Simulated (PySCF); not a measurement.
**GeH2Cl (SMILES [Cl][GeH2]) at UPBE0/STO-3G**

Aim: the vertical ionisation energy of GeH2Cl at UPBE0/STO-3G, from 2 runs. 

Program for the calculation: PySCF 2.14.0.

7 further runs of the same task are left out: 7 set aside as unsound or not needed.

**1. Starting point**

The species is GeH2Cl (4 atoms), meant as a doublet with charge 0. SMILES: `[Cl][GeH2]`. The coordinates come from a PBE0-D4/def2-TZVP relaxation.

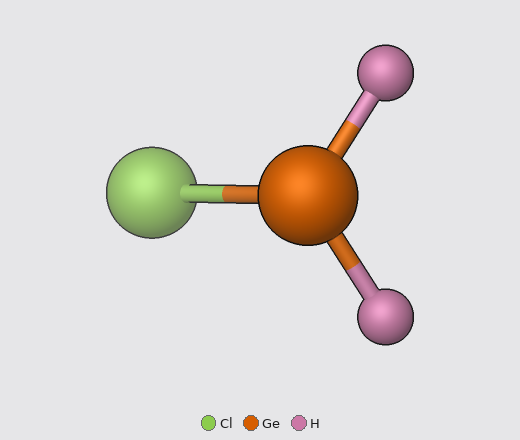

Viewed from a chosen angle; chlorine green, germanium orange, hydrogen pink.

**2. The energy at UPBE0/STO-3G**

The input, calc.py:

```python
# [Cl][GeH2]
from pyscf import gto, dft

mol = gto.M(
    atom='Cl -1.562900 0.305200 0.993500; Ge 0.106700 -0.451100 -0.141600; H 0.072700 0.259600 -1.514200; H 1.383400 -0.113700 0.662300',
    spin=1,
    verbose=3,
    basis='sto-3g',
    max_memory=1860,
    charge=0,
)

ks = dft.UKS(mol, xc='pbe0')
ks.grids.level = 5
ks.conv_tol = 1e-10
ks.kernel()
if not ks.converged:
    ks = ks.newton().run(ks.mo_coeff, ks.mo_occ)

e_final = ks.e_tot
print('E(%s) = %.9f' % ('PBE0', e_final))
```

Command:

```sh
$ OMP_NUM_THREADS=1 python calc.py
```

What it wrote:

```text
WARN: HOMO -0.396528128995479 >= LUMO -0.396528128995484

converged SCF energy = -2509.07706151044  <S^2> = 0.75089422  2S+1 = 2.000894
E(PBE0) = -2509.077061510
```

Run time: 5.7 s. Hardware: 1 thread of Arm Neoverse V1, shared host; peak memory 0.24 GiB.

**3. The singlet cation**

The input, input.py:

```python
from pyscf import gto, dft

mol = gto.M(
    atom=[
    ('Cl', (-1.562900, 0.305200, 0.993500)),
    ('Ge', (0.106700, -0.451100, -0.141600)),
    ('H', (0.072700, 0.259600, -1.514200)),
    ('H', (1.383400, -0.113700, 0.662300)),
],
    spin=0,
    verbose=3,
    max_memory=1860,
    basis='sto-3g',
    charge=1,
)

myscf = dft.RKS(mol)
myscf.xc = 'pbe0'
myscf.conv_tol = 1e-10
myscf.grids.level = 5
myscf.kernel()
if not myscf.converged:
    myscf = myscf.newton().run(myscf.mo_coeff, myscf.mo_occ)

e_tot = myscf.e_tot
print('E(%s) = %.9f' % ('PBE0', e_tot))
```

Command:

```sh
$ OMP_NUM_THREADS=1 python input.py
```

What it wrote:

```text
converged SCF energy = -2508.80446672239
E(PBE0) = -2508.804466722
```

Run time: 3.6 s. Hardware: 1 thread of Arm Neoverse V1, shared host; peak memory 0.24 GiB.

**4. What came out**

Level: UPBE0/STO-3G.

```
                                          quantity           value
                      doublet GeH2Cl: total energy  -2509.07706 Eh
                     doublet GeH2Cl: dipole moment          2.56 D
doublet GeH2Cl: HOMO energy (highest over α and β)        -4.47 eV
 doublet GeH2Cl: LUMO energy (lowest over α and β)        -0.62 eV
                              doublet GeH2Cl: ⟨S²⟩           0.751
                      singlet cation: total energy  -2508.80447 Eh
                       singlet cation: HOMO energy       -14.05 eV
                       singlet cation: LUMO energy       -10.22 eV
                     singlet cation: HOMO–LUMO gap         3.83 eV
vertical ionisation energy (to the singlet cation)        7.418 eV
```

In words: The vertical ionisation energy comes to 7.42 eV (171 kcal/mol). Only the singlet of the ionised species was computed; a triplet could lie lower. In a minimal basis such a difference can be off by several eV, whatever the method. Mulliken charges (doublet GeH2Cl) run from -0.31 on Cl1 to +0.43 on Ge2.
